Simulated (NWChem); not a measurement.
# CH5AsSi (SMILES C1[SiH2][AsH]1) at B3LYP/6-31G(d) (spherical functions)

Aim: the energy change on altering one bond length of CH5AsSi at B3LYP/6-31G* (spherical functions), from 2 runs. 

Program for the calculation: NWChem 7.3.0.

2 further runs of the same task are left out: 2 set aside as unsound or not needed. Runs told in other sessions of the task aren't counted.

## Step 1: The system as given

CH5AsSi has 8 atoms, charge 0, and is taken as a singlet. SMILES: `C1[SiH2][AsH]1`. The coordinates come from a PBE0-D4/def2-TZVP relaxation.

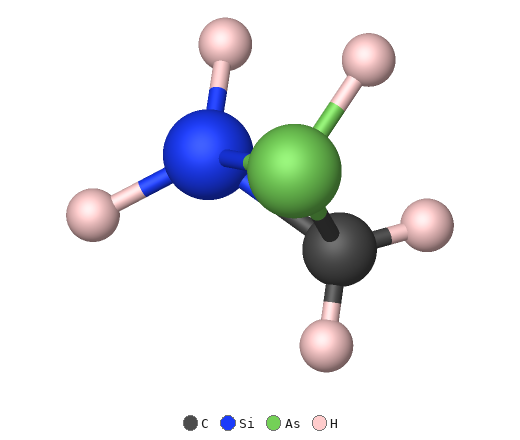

Viewed from a chosen angle; carbon dark grey, silicon blue, arsenic green, hydrogen pink.

## Step 2: Energy and gradient at B3LYP/6-31G(d) (spherical functions)

File mymol.nw:

```
start mymol
memory total 2200 mb

geometry units angstrom noautosym nocenter noautoz
  C       -0.770300       0.017900      -0.576000
  Si       0.707800       0.663100       0.315700
  As      -0.538100      -1.122700       1.107200
  H       -0.667200      -0.524000      -1.509300
  H       -1.690700       0.591800      -0.522300
  H        0.581300       1.973900       0.990500
  H        2.040800       0.422300      -0.277100
  H        0.428400      -2.079400       0.415600
end

basis spherical bse
  * library 6-31G*
end

dft
  xc b3lyp
  grid xfine
  convergence energy 1e-08
  maxiter 100
  mulliken
  print medium
end

task dft gradient
```

Command:

```sh
$ nwchem mymol.nw > mymol.out
```

What it wrote:

```text
Northwest Computational Chemistry Package (NWChem) 7.3.0
             --------------------------------------------------------

           Job information
           ---------------

    nwchem branch   = 7.3.0
    use scalapack   = T
    input           = mymol.nw
    prefix          = mymol.
    data base       = ./mymol.db
    status          = startup
    nproc           =        1

           Memory information
           ------------------

    heap     =     72089594 doubles =      550.0 Mbytes
    stack    =     72089599 doubles =      550.0 Mbytes
    global   =    144179200 doubles =     1100.0 Mbytes (distinct from heap & stack)
    total    =    288358393 doubles =     2200.0 Mbytes
    verify   = yes
    hardfail = no

           Directory information
           ---------------------

  0 permanent = .
  0 scratch   = .

                                NWChem Input Module
                                -------------------

 Scaling coordinates for geometry "geometry" by  1.889725989
 (inverse scale =  0.529177249)

                             Geometry "geometry" -> ""
                             -------------------------

 Output coordinates in angstroms (scale by  1.889725989 to convert to a.u.)

  No.       Tag          Charge          X              Y              Z
 ---- ---------------- ---------- -------------- -------------- --------------
    1 C                    6.0000    -0.77030000     0.01790000    -0.57600000
    2 Si                  14.0000     0.70780000     0.66310000     0.31570000
    3 As                  33.0000    -0.53810000    -1.12270000     1.10720000
[... 4 lines of this table left out ...]
    8 H                    1.0000     0.42840000    -2.07940000     0.41560000

      Atomic Mass
      -----------

      C                 12.000000
      Si                27.976930
      As                74.921600
      H                  1.007825

 Effective nuclear repulsion energy (a.u.)     245.5679096928

            Nuclear Dipole moment (a.u.)
            ----------------------------
        X                 Y               Z
 ---------------- ---------------- ----------------
   -22.2558698853   -51.5398196947    69.1617035108

            XYZ format geometry
            -------------------
     8
 geometry
 C                    -0.77030000     0.01790000    -0.57600000
 Si                    0.70780000     0.66310000     0.31570000
 As                   -0.53810000    -1.12270000     1.10720000
[... 4 lines of this table left out ...]
 H                     0.42840000    -2.07940000     0.41560000

 ==============================================================================
                                internuclear distances
 ------------------------------------------------------------------------------
       center one      |      center two      | atomic units |  angstroms
 ------------------------------------------------------------------------------
    2 Si               |   1 C                |     3.48253  |     1.84288
    3 As               |   1 C                |     3.86727  |     2.04647
    3 As               |   2 Si               |     4.37822  |     2.31686
[... 4 lines of this table left out ...]
    8 H                |   3 As               |     2.88312  |     1.52568
 ------------------------------------------------------------------------------
                         number of included internuclear distances:          8
 ==============================================================================

 ==============================================================================
                                 internuclear angles
 ------------------------------------------------------------------------------
        center 1       |       center 2       |       center 3       |  degrees
 ------------------------------------------------------------------------------
    2 Si               |   1 C                |   3 As               |    72.91
    2 Si               |   1 C                |   4 H                |   121.02
    2 Si               |   1 C                |   5 H                |   118.09
    3 As               |   1 C                |   4 H                |   114.75
    3 As               |   1 C                |   5 H                |   110.49
    4 H                |   1 C                |   5 H                |   112.79
    2 Si               |   1 C                |   3 As               |    72.91
    1 C                |   2 Si               |   6 H                |   117.53
    1 C                |   2 Si               |   7 H                |   118.17
    3 As               |   2 Si               |   6 H                |   118.75
    3 As               |   2 Si               |   7 H                |   119.75
    6 H                |   2 Si               |   7 H                |   113.84
    3 As               |   1 C                |   2 Si               |    72.91
    1 C                |   3 As               |   8 H                |    92.78
    2 Si               |   3 As               |   8 H                |    89.30
 ------------------------------------------------------------------------------
                            number of included internuclear angles:         15
 ==============================================================================

[... 33 lines left out ...]
  convergence criterion.
[... 1 line left out ...]
  convergence criterion.
[... 15 lines left out ...]
          Convergence on energy requested:  1.00D-08
          Convergence on density requested:  1.00D-05
          Convergence on gradient requested:  5.00D-04
[... 23 lines left out ...]
          Spatial weights used:  Erf1
[... 1 line left out ...]
          Convergence Information
[... 1 line left out ...]
          Convergence aids based upon iterative change in
          total energy or number of iterations.
[... 58 lines left out ...]
   convergence    iter        energy       DeltaE   RMS-Dens  Diis-err    time
[... 15 lines left out ...]
         Total DFT energy =    -2566.204686591036
      One electron energy =    -4059.081762485633
           Coulomb energy =     1358.638265826177
    Exchange-Corr. energy =     -111.329099624406
 Nuclear repulsion energy =      245.567909692827
[... 5 lines left out ...]
                       DFT Final Molecular Orbital Analysis
[... 523 lines left out ...]
     ---------------------------------------------
      Total Density - Mulliken Population Analysis
     ---------------------------------------------

    Atom       Charge   Shell Charges
 -----------   ------   -------------------------------------------------------
    1 C    6     6.53   2.00  0.67  2.06  0.67  1.11  0.02
    2 Si  14    13.71   2.00  2.00  5.96  0.99  1.91  0.26  0.43  0.16
    3 As  33    33.07   2.00  2.00  6.00  2.00  5.98  1.53  2.47  0.32  0.66  6.89  2.93  0.29
[... 4 lines of this table left out ...]
    8 H    1     0.97   0.48  0.49

     -------------------------------------------
      Total Density - Lowdin Population Analysis
     -------------------------------------------

    Atom       Charge   Shell Charges
 -----------   ------   -------------------------------------------------------
    1 C    6     6.53   1.99  0.57  1.88  0.47  1.57  0.05
    2 Si  14    13.73   2.00  1.98  5.89  0.67  1.74  0.37  0.89  0.21
    3 As  33    33.07   2.00  2.00  5.99  1.99  5.88  1.14  2.23  0.51  1.17  6.67  3.08  0.40
[... 4 lines of this table left out ...]
    8 H    1     0.94   0.47  0.48

 center of mass
 --------------
 x =  -0.45784797 y =  -1.02351238 z =   1.32292622

 moments of inertia (a.u.)
 ------------------
         443.873235011652        -153.411596597158          37.937775517385
        -153.411596597158         312.426700478050         144.467463739779
          37.937775517385         144.467463739779         444.571126911971

     Multipole analysis of the density
     ---------------------------------

     L   x y z        total         alpha         beta         nuclear
     -   - - -        -----         -----         ----         -------
     0   0 0 0     -0.000000    -29.000000    -29.000000     58.000000

     1   1 0 0      0.111645     11.183757     11.183757    -22.255870
[... 8 lines of this table left out ...]
     2   0 0 2    -30.212072   -100.136290   -100.136290    170.060508

            General Information
            -------------------
          SCF calculation type: DFT
          Wavefunction type:  closed shell.
          No. of atoms     :     8
          No. of electrons :    58
           Alpha electrons :    29
            Beta electrons :    29
          Charge           :     0
          Spin multiplicity:     1
          Use of symmetry is: off; symmetry adaption is: off
          Maximum number of iterations: 100
          AO basis - number of functions:    74
                     number of shells:    36
          Convergence on energy requested:  1.00D-08
          Convergence on density requested:  1.00D-05
          Convergence on gradient requested:  5.00D-04

              XC Information
              --------------
                         B3LYP Method XC Potential
                     Hartree-Fock (Exact) Exchange  0.200
                        Slater Exchange Functional  0.800 local
                    Becke 1988 Exchange Functional  0.720 non-local
              Lee-Yang-Parr Correlation Functional  0.810
                  VWN I RPA Correlation Functional  0.190 local

             Grid Information
             ----------------
          Grid used for XC integration:  xfine
          Radial quadrature: Mura-Knowles
          Angular quadrature: Lebedev.
          Tag              B.-S. Rad. Rad. Pts. Rad. Cut. Ang. Pts.
          ---              ---------- --------- --------- ---------
          C                   0.70      100           9.0      1454
          Si                  1.10      125          10.0      1454
          As                  1.15      160          10.0      1454
          H                   0.35      100          11.0      1202
          Grid pruning is: on
          Number of quadrature shells:   885
          Spatial weights used:  Erf1

          Convergence Information
          -----------------------
          Convergence aids based upon iterative change in
          total energy or number of iterations.
          Levelshifting, if invoked, occurs when the
          HOMO/LUMO gap drops below (HL_TOL):  1.00D-02
          DIIS, if invoked, will attempt to extrapolate
          using up to (NFOCK): 10 stored Fock matrices.

                    Damping( 0%)  Levelshifting(0.5)       DIIS
                  --------------- ------------------- ---------------
          dE  on:    start            ASAP                start
          dE off:    2 iters        100 iters           100 iters

      Screening Tolerance Information
      -------------------------------
          Density screening/tol_rho:  1.00D-11
          AO Gaussian exp screening on grid/accAOfunc:  18
          CD Gaussian exp screening on grid/accCDfunc:  20
          XC Gaussian exp screening on grid/accXCfunc:  20
          Schwarz screening/accCoul:  1.00D-09

                            NWChem DFT Gradient Module
                            --------------------------

  charge          =   0.00
  wavefunction    = closed shell

                         DFT ENERGY GRADIENTS

    atom               coordinates                        gradient
                 x          y          z           x          y          z
   1 C      -1.455656   0.033826  -1.088482    0.003643  -0.001524   0.006097
   2 Si      1.337548   1.253077   0.596586   -0.007286  -0.007218  -0.001334
   3 As     -1.016862  -2.121595   2.092305    0.004646   0.006603  -0.009580
[... 4 lines of this table left out ...]
   8 H       0.809559  -3.929496   0.785370   -0.002031   0.003388   0.001695

                 ----------------------------------------
                 |  Time  |  1-e(secs)   |  2-e(secs)   |
                 ----------------------------------------
                 |  CPU   |       0.00   |       7.51   |
                 ----------------------------------------
                 |  WALL  |       0.00   |       7.51   |
                 ----------------------------------------

 Task  times  cpu:       38.3s     wall:       38.3s
 Total times  cpu:       38.3s     wall:       38.3s
```

It took 39 s on 1 thread of Intel Xeon 6975P-C (Granite Rapids), shared host; peak memory 0.14 GiB.

[end of part 1 of 2]
